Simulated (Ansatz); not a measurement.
ZnH2Cl2: several calculations on one system

## 1. Relaxation

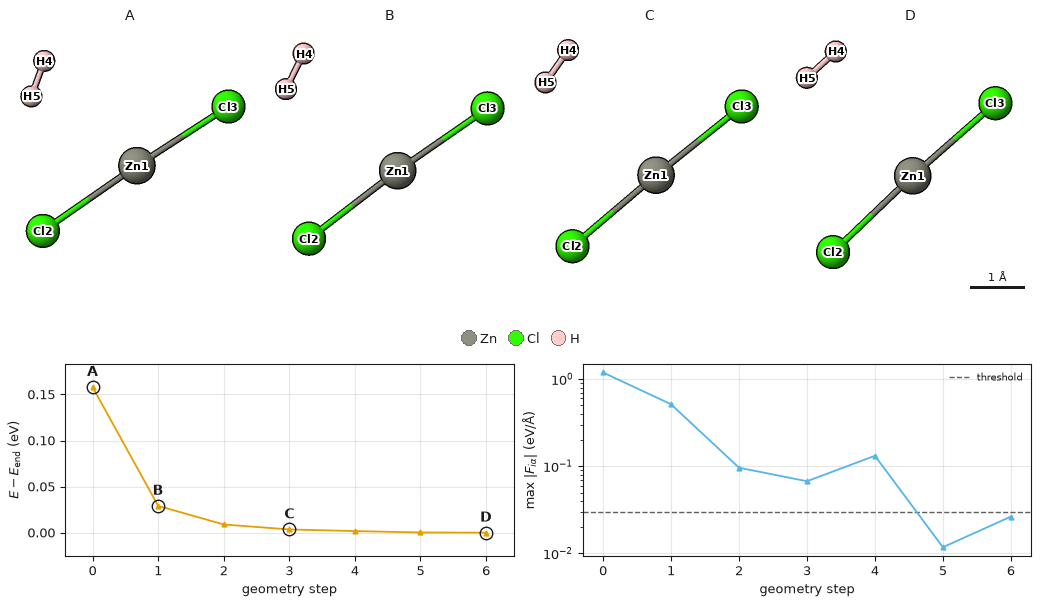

Frames of a relaxation of ZnH2Cl2, marked on the history of the run. Style: ball-and-stick. Shown from a free direction.

The run prepares an end point of a later path (reaction) calculation, from a guessed geometry.

These are results of Ansatz 0.2.0, RKS B3LYP-D4/def2-TZVP, not measurements. Settings: no spin polarisation; force threshold 0.03 eV/Å; at most 50 steps.

What happens along the run?

Answer. The energy falls by 0.158 eV in 6 geometry steps. Largest force component: 1.2 eV/Å at the start, 0.026 eV/Å at the end. Cl2 moves most after the best rigid fit: 0.46 Å. By element the largest moves are Cl 0.46 Å, H 0.37 Å, Zn 0.21 Å. Among the contacts that change: Zn1–Cl2 2.200 → 2.102 Å, H4–H5 0.711 → 0.747 Å. From step 0 to 1: Cl2 moves most (0.20 Å), energy −0.129 eV. From step 1 to 3: Cl2 moves most (0.17 Å), energy −0.026 eV. From step 3 to 6: Cl and H atoms move most (0.15 Å), energy −0.004 eV.

Limits of the set-up: the start holds two separate molecules, 2.5 Å apart at their closest, whose relative position is a soft coordinate.

## 2. Relaxation

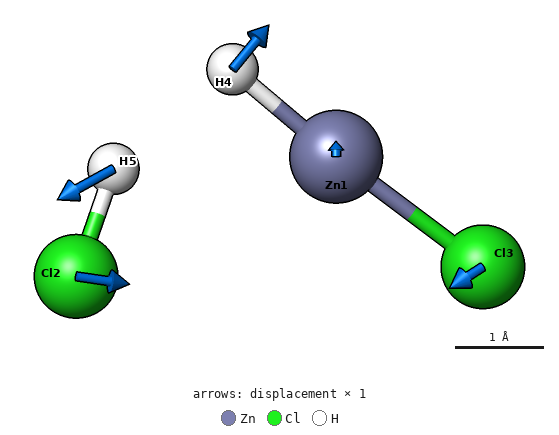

This is a relaxation of ZnH2Cl2. The starting structure is drawn; blue arrows show the displacements, at their true length. The two geometries are superimposed by the best rigid fit.

A ball-and-stick model, seen at a tilt.

The run prepares an end point of a later path (reaction) calculation, from a guessed geometry.

Level of theory: RKS B3LYP-D4/def2-TZVP (Ansatz 0.2.0).

Input file:
```yaml
crystal:
  periodic: [false, false, false]
  atoms:
    - { symbol: Zn, position_ang: [-0.868565, 0.0, -0.598755] }
    - { symbol: Cl, position_ang: [0.077431, 0.0, 2.709978] }
    - { symbol: Cl, position_ang: [0.613343, 0.0, -2.104959] }
    - { symbol: H, position_ang: [-2.02431, 0.0, 0.445444] }
    - { symbol: H, position_ang: [-1.082799, 0.0, 2.051691] }
basis:
  gaussian: { orbitals: def2-TZVP }
hamiltonian:
  xc: b3lyp
  dispersion: d4
relax:
  f_tol: 0.03
  max_steps: 50
output:
  orbitals: {}
```

Command:
```bash
ansatz run input.yaml --threads 4 --pin off --max-ram 5120MiB --backend cpu --events-out ev --progress --plain --runs-dir out
```

Question: What happened in the run?

Answer: Over 15 accepted moves (18 points after the start) the energy falls by 2.53 kcal/mol. The largest force component goes from 0.99 to 0.011 eV/Å. The line search rejected the trial steps at points 7, 11, 16 of the run. The forces were under the threshold at step 4, but the run went on from there. The atom that moves furthest after the best rigid fit is H5 (0.79 Å). Largest moves by element: H 0.79 Å, Cl 0.65 Å, Zn 0.19 Å. Near-neighbour distances that change, for instance: Zn1–Cl2 3.441 → 3.011 Å, Cl2–H5 1.334 → 1.284 Å, Zn1–H4 1.558 → 1.525 Å, Zn1–Cl3 2.113 → 2.128 Å. Bond angles that change, for instance: Cl3–Zn1–H4 176.6° → 172.1°. Cost: 31 s on 4 threads of Arm Neoverse V2, with other jobs on the host, peak memory 0.34 GiB.

## 3. Path

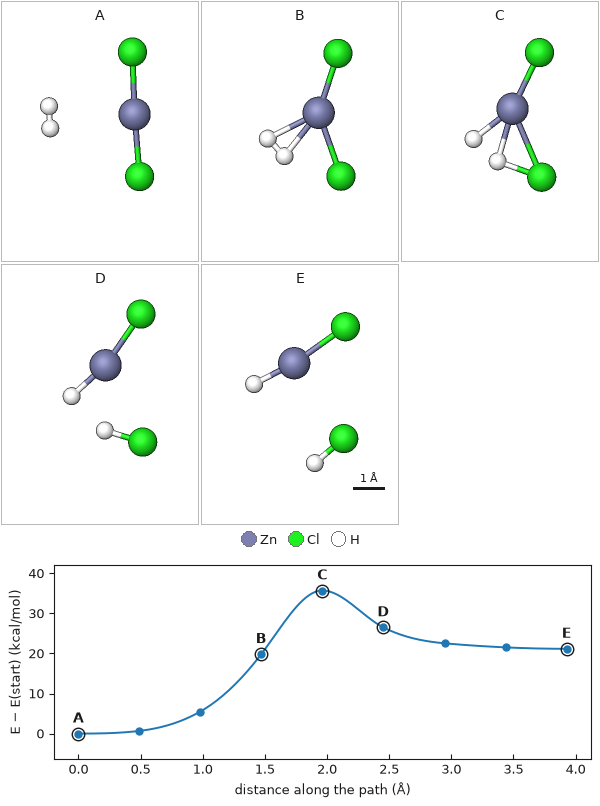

A search for the minimum-energy path of ZnH₂Cl₂, made up at the start of ZnCl$_{2}$ and H2 by the nudged elastic band. Images are numbered from 0 (start) to 8 (end). Frames A to E are images 0, 3, 4, 5, 8. A ball-and-stick model, seen at a tilt.

Theory: RKS B3LYP-D4/def2-TZVP (Ansatz).

Input
```yaml
crystal:
  periodic: [false, false, false]
  atoms:
    - { symbol: Zn, position_ang: [0.433928, 0.0, 0.248755] }
    - { symbol: Cl, position_ang: [0.962924, 0.0, 2.28322] }
    - { symbol: Cl, position_ang: [-0.003109, -1.0e-06, -1.807143] }
    - { symbol: H, position_ang: [-2.423701, 3.0e-06, 0.525588] }
    - { symbol: H, position_ang: [-2.254942, -4.0e-06, 1.252981] }
basis:
  gaussian: { orbitals: def2-TZVP }
hamiltonian:
  xc: b3lyp
  dispersion: d4
neb:
  order_check: false
  images: 7
  f_tol: 0.05
  max_iterations: 60
  final_atoms:
    - { symbol: Zn, position_ang: [-0.989494, 1.078e-05, -0.65018656] }
    - { symbol: Cl, position_ang: [0.1631769, -7.94e-06, 2.13127781] }
    - { symbol: Cl, position_ang: [0.93155046, -5.08e-06, -1.56518202] }
    - { symbol: H, position_ang: [-2.4430878, 5.68e-06, -0.1893105] }
    - { symbol: H, position_ang: [-0.94704556, -5.44e-06, 2.77680226] }
  initial_path:
    images:
      - { positions_ang: [[0.433928, 0.0, 0.248755], [0.962924, 0.0, 2.28322], [-0.003109, -1.0e-06, -1.807143], [-2.423701, 3.0e-06, 0.525588], [-2.254942, -4.0e-06, 1.252981]] }
      - { positions_ang: [[0.32259757, -1.1e-07, 0.18291434], [0.73386572, -1.9e-07, 2.35610024], [-0.01773901, -7.9e-07, -1.91886831], [-2.26085638, 2.18e-06, 0.54787652], [-2.0627679, -3.11e-06, 1.3353782]] }
      - { positions_ang: [[0.21126714, -2.1e-07, 0.11707369], [0.50480743, -3.7e-07, 2.42898049], [-0.03236903, -5.7e-07, -2.03059363], [-2.09801175, 1.37e-06, 0.57016505], [-1.87059379, -2.21e-06, 1.41777541]] }
      - { positions_ang: [[0.09993671, -3.2e-07, 0.05123303], [0.27574915, -5.6e-07, 2.50186073], [-0.04699904, -3.6e-07, -2.14231894], [-1.93516713, 5.5e-07, 0.59245357], [-1.67841969, -1.32e-06, 1.50017261]] }
      - { positions_ang: [[-0.01139373, -4.2e-07, -0.01460763], [0.04669087, -7.5e-07, 2.57474097], [-0.06162905, -1.4e-07, -2.25404426], [-1.77232251, -2.6e-07, 0.6147421], [-1.48624558, -4.2e-07, 1.58256981]] }
      - { positions_ang: [[-0.25591879, 2.38e-06, -0.17350236], [0.07581238, -2.55e-06, 2.46387518], [0.18666583, -1.37e-06, -2.0818287], [-1.94001383, 1.22e-06, 0.41372895], [-1.35144558, -1.68e-06, 1.88112792]] }
      - { positions_ang: [[-0.50044386, 5.18e-06, -0.33239709], [0.10493388, -4.35e-06, 2.35300939], [0.4349607, -2.61e-06, -1.90961314], [-2.10770515, 2.71e-06, 0.2127158], [-1.21664557, -2.93e-06, 2.17968604]] }
      - { positions_ang: [[-0.74496893, 7.98e-06, -0.49129182], [0.13405539, -6.15e-06, 2.2421436], [0.68325558, -3.84e-06, -1.73739758], [-2.27539648, 4.2e-06, 0.01170265], [-1.08184557, -4.18e-06, 2.47824415]] }
      - { positions_ang: [[-0.989494, 1.078e-05, -0.65018656], [0.1631769, -7.94e-06, 2.13127781], [0.93155046, -5.08e-06, -1.56518202], [-2.4430878, 5.68e-06, -0.1893105], [-0.94704556, -5.44e-06, 2.77680226]] }
```

Launched with:
```bash
ansatz run input.yaml --threads 4 --pin off --max-ram 5120MiB --backend cpu --events-out ev --progress --plain --runs-dir out
```

What happens along the path, and what is the barrier?

Breaking: H–H (0.75 → 3.32 Å), Cl–Zn (2.10 → 3.01 Å). Forming: Cl–H (3.38 → 1.28 Å), H–Zn (2.87 → 1.52 Å). Forward barrier 35.7 kcal/mol, backward barrier 14.6 kcal/mol, with image 4 at the top; the reaction energy is +21.2 kcal/mol. The band converged in 8 iterations. The largest component of the band force went from 6.9 to 0.021 eV/Å. The climbing image converged on the top of the path. Its vibrational analysis gives one imaginary mode (1062i cm⁻¹), as a transition state must have.

Limits of the set-up: the start holds two separate molecules, 2.9 Å apart at their closest, whose relative position is a soft coordinate.
